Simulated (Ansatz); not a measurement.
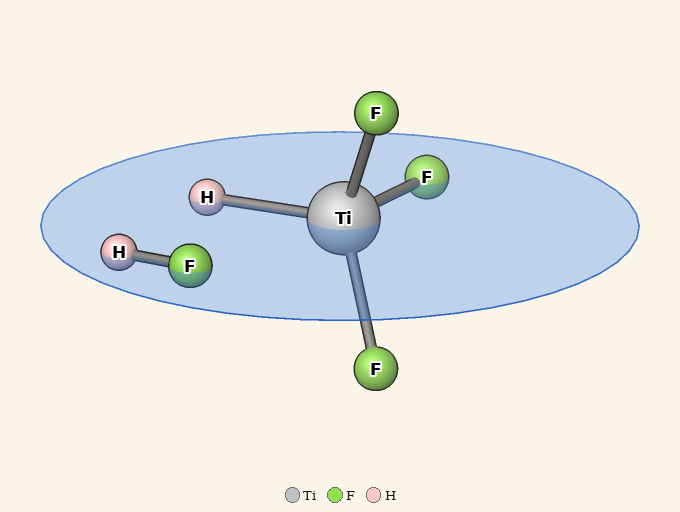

All proper rotation axes (lines) and mirror planes (discs) of the structure are drawn in. Depth is shown by fading: the farther an atom, the more it takes the colour of the background. The species is neutral and a spin singlet. The computed structure is the end point of a PBE0-D4/def2-TZVP optimisation.

### Name the symmetry elements and the point group.

It has 1 mirror plane. Point group Cs. The group has 2 operations. The geometry is achiral, and symmetry allows a dipole moment.
